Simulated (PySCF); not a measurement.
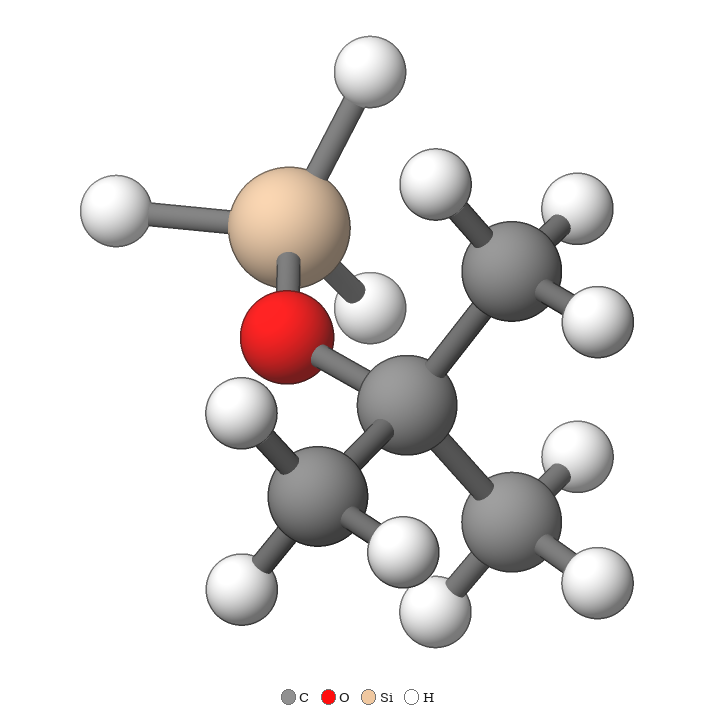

Ball-and-stick drawing of a structure.

The computed structure is the end point of a GFN2-xTB optimisation. No frequency run is at hand to confirm it as a minimum.

**Count the atoms of each element.**

C₄H₁₂OSi, 18 atoms: 4 carbon, 12 hydrogen, 1 oxygen and 1 silicon.

**Describe its rings.**

It has no ring.

**Which point group does it belong to?**

Cs.

More results for the same structure follow; atom numbers are the same in all pictures, views and colours differ.

**Geometry**

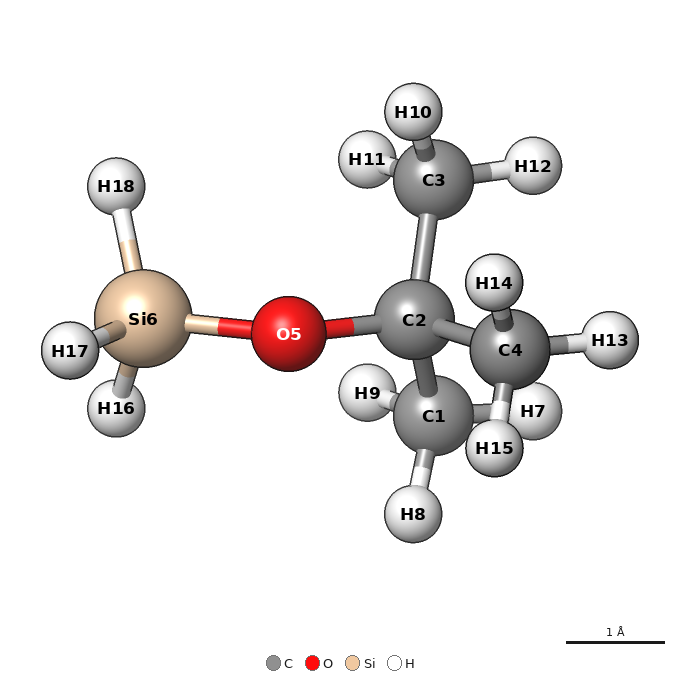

The atoms are numbered. No frequency run is at hand to confirm it as a minimum.

Which atoms are bonded, and how long are the bonds? Leave out bonds to hydrogen.

```tsv
bond	length (Å)	order
C1–C2	1.530	single
C2–C3	1.530	single
C2–C4	1.532	single
C2–O5	1.408	single
O5–Si6	1.610	single
```

**Electronic properties**

No frequency run is at hand to confirm it as a minimum. Method: PBE0/def2-SVPD, gas phase (PySCF 2.14.0). Excitations: vertical, linear response.

**Give the HOMO–LUMO gap at this level.**

8.30 eV.

**Give the lowest vertical singlet excitation at this level.**

6.97 eV.

**Estimate the mean static polarisability.**

78.9 bohr³.

**Estimate the brightest of the 6 lowest singlets.**

8.28 eV.

**NMR shielding**

The questions are on isotropic NMR shieldings of the H atoms. No frequency run is at hand to confirm it as a minimum. Properties computed with GIAO PBE0/pcSseg-1 NMR shielding, non-relativistic, gas phase (PySCF 2.14.0).

Give the isotropic NMR shieldings of the H atoms atom by atom.

```csv
atom,σ (ppm)
H7,30.54
H8,30.37
H9,30.24
H10,30.37
H11,30.24
H12,30.54
H13,30.80
H14,30.25
H15,30.25
H16,26.70
H17,26.94
H18,26.69
```

**Charges**

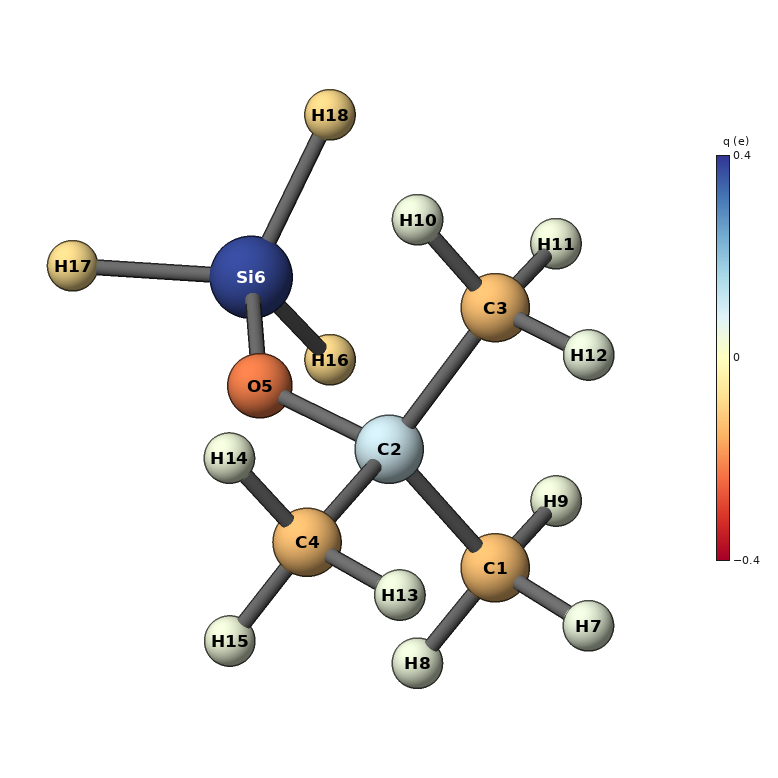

Atoms are coloured by their Hirshfeld charges. No frequency run is at hand to confirm it as a minimum. Level of theory: PBE0/pcSseg-1, gas phase (PySCF 2.14.0).

**Which atom carries the highest charge (most positive or least negative)?**

Si6 (0.37 e).

**And the lowest?**

O5 (−0.21 e).

Give the Hirshfeld charges atom by atom.

```json
{"atom": "C1", "value (e)": "−0.13"}
{"atom": "C2", "value (e)": "0.10"}
{"atom": "C3", "value (e)": "−0.13"}
{"atom": "C4", "value (e)": "−0.13"}
{"atom": "O5", "value (e)": "−0.21"}
{"atom": "Si6", "value (e)": "0.37"}
{"atom": "H7", "value (e)": "0.04"}
{"atom": "H8", "value (e)": "0.04"}
{"atom": "H9", "value (e)": "0.04"}
{"atom": "H10", "value (e)": "0.04"}
{"atom": "H11", "value (e)": "0.04"}
{"atom": "H12", "value (e)": "0.04"}
{"atom": "H13", "value (e)": "0.04"}
{"atom": "H14", "value (e)": "0.04"}
{"atom": "H15", "value (e)": "0.04"}
{"atom": "H16", "value (e)": "−0.09"}
{"atom": "H17", "value (e)": "−0.08"}
{"atom": "H18", "value (e)": "−0.09"}
```

**Quadrupole coupling**

No frequency run is at hand to confirm it as a minimum. Electric field gradients from the ground-state density, PBE0/pcSseg-1 (PySCF 2.14.0), non-relativistic apart from any core potentials.

Give the largest field-gradient component, the quadrupole coupling constant and the asymmetry for 17O at O5 (Q = −25.6 mb).

```json
{"atom": "O5", "V_zz (a.u.)": "1.693", "e²qQ/h (MHz)": "−10.18", "η": "0.30"}
```

The geometry is semi-empirical. Around Si such bond lengths and angles can be off by a tenth of an ångström or more and by several degrees, and values that hang on the shape move with them.
